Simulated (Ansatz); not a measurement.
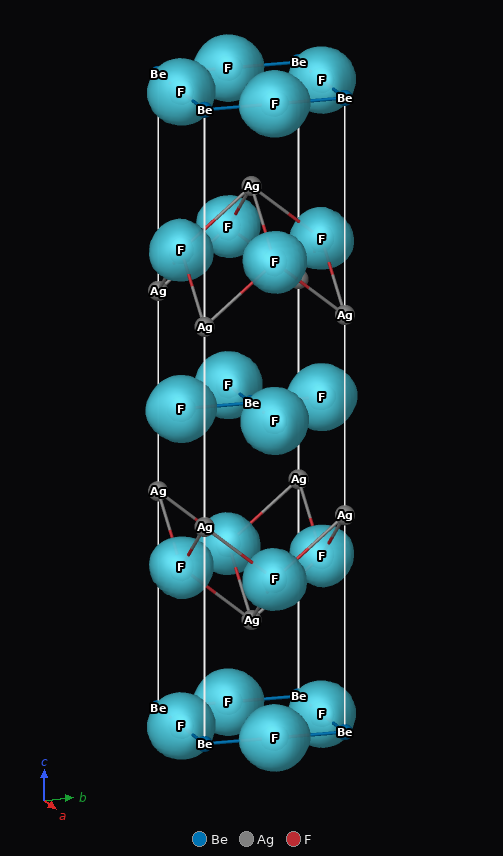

*BeAg2F4. Isosurface of the electron localisation function at 0.7 (cyan), seen slightly off an axis. Core shells and regions of very low density are left out. Sticks mark near contacts.*

Space group I4/mmm; a structure generated by program, which may or may not match a known phase.

Theory: Ansatz 0.2.0, DFT PBE, scalar-relativistic, plane waves, PAW.

Core electrons are frozen (PAW), and the valence fields are smoothed inside the atomic spheres.

```yaml
crystal:
  lattice:
    - [3.54661, 0.00000, 0.00000]
    - [0.00000, 3.54661, 0.00000]
    - [0.00000, 0.00000, 15.73150]
  atoms:
    - { symbol: Be, position: [0.00000, 0.00000, 0.00000] }
    - { symbol: Be, position: [0.50000, 0.50000, 0.50000] }
    - { symbol: Ag, position: [0.50000, 0.50000, 0.15794] }
    - { symbol: Ag, position: [0.00000, 0.00000, 0.65794] }
    - { symbol: Ag, position: [0.00000, 0.00000, 0.34206] }
    - { symbol: Ag, position: [0.50000, 0.50000, 0.84206] }
    - { symbol: F, position: [0.50000, 0.00000, 0.00000] }
    - { symbol: F, position: [0.00000, 0.50000, 0.50000] }
    - { symbol: F, position: [0.00000, 0.50000, 0.00000] }
    - { symbol: F, position: [0.50000, 0.00000, 0.50000] }
    - { symbol: F, position: [0.50000, 0.00000, 0.25000] }
    - { symbol: F, position: [0.00000, 0.50000, 0.75000] }
    - { symbol: F, position: [0.00000, 0.50000, 0.25000] }
    - { symbol: F, position: [0.50000, 0.00000, 0.75000] }
```

### Where are the electrons localised?

At this value the surface marks out eight regions wrapped around F (the valence shell of each), counted in one cell of 14 atoms. Regions shared between cells count once. Along the contacts the grid gives the following. Be–F (1.77 Å): the ELF peaks at about 0.80 in the valence shell of F, 0.6 Å from its nucleus, and is about 0.70 at the midpoint. Ag–F (2.29 Å): the ELF is about 0.10 at the midpoint; no localised pair shows between them.
